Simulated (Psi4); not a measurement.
# TPSS/def2-TZVPPD run of [NO2]+ (SMILES O=[N+]=O)

What is the energy change on altering one bond length of [NO2]+ at TPSS/def2-TZVPPD? 

The calculation is run with Psi4 1.11.

### 1 The system as given

[NO2]+: 3 atoms, total charge +1, spin state singlet. As SMILES, `O=[N+]=O`. Geometry: relaxed at PBE0-D4/def2-TZVP.

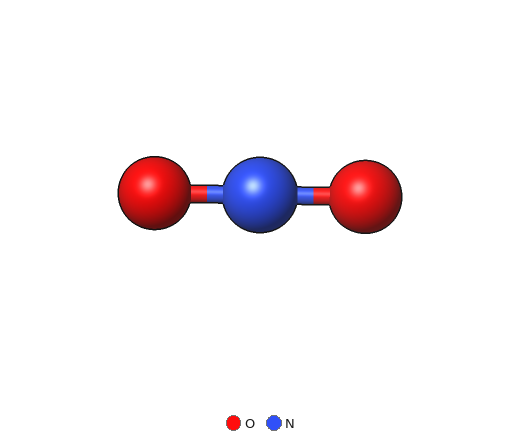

Viewed from a chosen angle; oxygen red, nitrogen blue.

### 2 A single-point energy at TPSS/def2-TZVPPD

job.inp reads:

```
memory 1600 mb

molecule geom {
  1 1
  O     -0.572980     0.927020    -0.209580
  N     -0.000010    -0.000010     0.000000
  O      0.572990    -0.927010     0.209580
  symmetry c1
  no_reorient
  no_com
}

set {
  basis def2-TZVPPD
  reference rks
  puream true
  e_convergence 1e-09
  d_convergence 1e-08
  scf_type pk
  dft_radial_points 99
  dft_spherical_points 590
}

energy_value, wavefunction = energy("tpss", return_wfn=True)
oeprop(wavefunction, "DIPOLE", "LOWDIN_CHARGES", "QUADRUPOLE")
```

The run is started by

```console
psi4 -i job.inp -o job.out -n 1
```

job.out:

```text
[...]
  Running in c1 symmetry.
[...]
  Nuclear repulsion =   68.664162171166467
[...]
  Multiplicity = 1
[...]
  Nalpha       = 11
  Nbeta        = 11
[...]
    Number of basis functions: 117
[...]
   @RKS iter   1:  -204.80067121114482    5.16329e-01   3.65533e-03 ADIIS/DIIS
[...]
   @RKS iter   9:  -204.85671963151970   -3.89946e-11   2.83764e-09 DIIS
[...]
    Orbital Energies [Eh]
    ---------------------
    Doubly Occupied:
       1A    -19.400886     2A    -19.400866     3A    -14.747720
       4A     -1.638232     5A     -1.534377     6A     -0.949576
       7A     -0.930620     8A     -0.930620     9A     -0.885426
      10A     -0.719896    11A     -0.719896
[...]
  @RKS Final Energy:  -204.85671963151970
   => Energetics <=
    Nuclear Repulsion Energy =             68.6641621711664669
    One-Electron Energy =                -407.1005573050735507
    Two-Electron Energy =                 157.2801692344270350
    DFT Exchange-Correlation Energy =     -23.7004937320396500
    Empirical Dispersion Energy =           0.0000000000000000
    VV10 Nonlocal Energy =                  0.0000000000000000
    Total Energy =                       -204.8567196315196952
[...]
 Multipole Moments:
 ------------------------------------------------------------------------------------
     Multipole            Electronic (a.u.)      Nuclear  (a.u.)        Total (a.u.)
 ------------------------------------------------------------------------------------
 L = 1.  Multiply by 2.5417464519 to convert [e a0] to [Debye]
 Dipole X            :         -0.0000189            0.0000189           -0.0000000
 Dipole Y            :         -0.0000368            0.0000189           -0.0000179
 Dipole Z            :          0.0000025            0.0000000            0.0000025
 Magnitude           :                                                    0.0000181
 L = 2.  Multiply by 1.3450342976 to convert [e a0^2] to [Debye ang]
 Quadrupole XX       :        -27.6428773           18.7587641           -8.8841131
 Quadrupole XY       :         29.6867165          -30.3492338           -0.6625173
[...]
```

Wall time 17 s (1 thread of Intel Xeon 6975P-C (Granite Rapids), shared host); peak memory 0.68 GiB.

### 3 The distorted shape: energy and forces at TPSS/def2-TZVPPD

no2.xyz reads:

```xyz
3
NO2
O     -0.859484     1.390565    -0.314377
N     -0.000010    -0.000010     0.000000
O      0.572990    -0.927010     0.209580
```

no2.py reads:

```python
import psi4

psi4.set_memory('1600 MB')
psi4.set_num_threads(1)
psi4.core.set_output_file('run.log', False)

with open('no2.xyz') as f:
    atoms = ''.join(f.readlines()[2:])
molecule = psi4.geometry('1 1\n' + atoms + 'symmetry c1')

psi4.set_options({
    'basis': 'def2-TZVPPD',
    'puream': True,
    'e_convergence': 1e-09,
    'd_convergence': 1e-08,
    'scf_type': 'pk',
    'dft_radial_points': 99,
    'dft_spherical_points': 590,
})

e, wfn = psi4.gradient('tpss', return_wfn=True)
psi4.oeprop(wfn, 'MAYER_INDICES', 'WIBERG_LOWDIN_INDICES', 'LOWDIN_CHARGES')
print('gradient / Eh bohr^-1')
print(e.np.round(6))
print(f'energy = {wfn.energy():.10f} Eh')
```

The run is started by

```console
python no2.py
```

run.log:

```text
[...]
  Running in c1 symmetry.
[...]
  Nuclear repulsion =   56.710993319376783
[...]
  Multiplicity = 1
[...]
  Nalpha       = 11
  Nbeta        = 11
[...]
    Number of basis functions: 117
[...]
   @RKS iter   1:  -204.60650706864627    4.00779e-02   3.70894e-03 DIIS/ADIIS
[...]
   @RKS iter  13:  -204.70125375299358   -1.02318e-12   4.84119e-09 DIIS
[...]
    Orbital Energies [Eh]
    ---------------------
    Doubly Occupied:
       1A    -19.461152     2A    -19.363631     3A    -14.724612
       4A     -1.616884     5A     -1.240225     6A     -1.005126
       7A     -0.881981     8A     -0.881981     9A     -0.868983
      10A     -0.630263    11A     -0.630263
[...]
  @RKS Final Energy:  -204.70125375299358
   => Energetics <=
    Nuclear Repulsion Energy =             56.7109933193767830
    One-Electron Energy =                -384.1890235317314364
    Two-Electron Energy =                 146.1730067473390022
    DFT Exchange-Correlation Energy =     -23.3962302879779145
    Empirical Dispersion Energy =           0.0000000000000000
    VV10 Nonlocal Energy =                  0.0000000000000000
    Total Energy =                       -204.7012537529935798
[...]
 Multipole Moments:
 ------------------------------------------------------------------------------------
     Multipole            Electronic (a.u.)      Nuclear  (a.u.)        Total (a.u.)
 ------------------------------------------------------------------------------------
 L = 1.  Multiply by 2.5417464519 to convert [e a0] to [Debye]
 Dipole X            :          0.0000026            0.0000001            0.0000027
 Dipole Y            :         -0.0000001           -0.0000000           -0.0000001
 Dipole Z            :         -0.5098863            0.0013724           -0.5085139
 Magnitude           :                                                    0.5085139
[...]
  -Total Gradient:
     Atom            X                  Y                   Z
    ------   -----------------  -----------------  -----------------
       1        0.000000389724    -0.000000016417     0.134429752188
       2       -0.000001999465     0.000000084224    -0.106763585217
       3        0.000001608849    -0.000000067770    -0.027665039816
[...]
```

Standard output:

```text
gradient / Eh bohr^-1
[[ 0.00000e+00 -0.00000e+00  1.34430e-01]
 [-2.00000e-06  0.00000e+00 -1.06764e-01]
 [ 2.00000e-06 -0.00000e+00 -2.76650e-02]]
energy = -204.7012537530 Eh
```

It took 30 s on 1 thread of Intel Xeon 6975P-C (Granite Rapids), shared host; peak memory 0.69 GiB.

### 4 Outcome

At TPSS/def2-TZVPPD:

```
                                                         quantity          value
                                        first shape: total energy  -204.85672 Eh
                                         first shape: HOMO energy      -19.59 eV
                                         first shape: LUMO energy      -11.80 eV
                                       first shape: HOMO–LUMO gap        7.79 eV
                                    distorted shape: total energy  -204.70125 Eh
                                     distorted shape: HOMO energy      -17.15 eV
                                     distorted shape: LUMO energy      -14.82 eV
                                   distorted shape: HOMO–LUMO gap        2.33 eV
                        distorted shape: largest force on an atom     6.913 eV/Å
energy change with the O1–N2 bond stretched from 1.110 to 1.665 Å       4.230 eV
```

**Reading.** With the O1–N2 bond stretched from 1.110 to 1.665 Å the energy rises by 4.23 eV (408 kJ/mol). The first shape isn't relaxed at this level, so the change isn't measured from a minimum.
